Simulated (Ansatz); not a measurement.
Take Li2Se in the anti-fluorite structure (space group Fm-3m, No. 225; a = 6.006 Å) as the base.

Modification: an isotropic linear strain of −1.00 %; the atoms relax in the strained cell.

Level of theory: Kohn–Sham DFT with the PBE functional, run in Ansatz (a first-principles code) with PAW and 420 eV plane waves, no spin-orbit coupling.

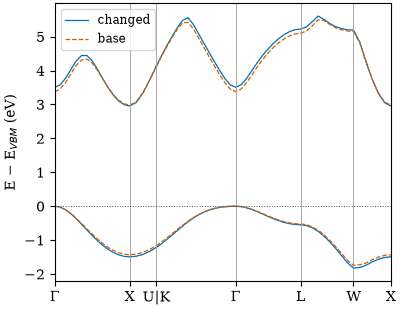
Figure: Highest valence and lowest conduction band along the path, each from its own valence-band maximum

From the figure, how large is the changed gap, and is it direct?

About 3.0 eV, indirect, Γ → X.

Whether these cells are dynamically stable was not tested.
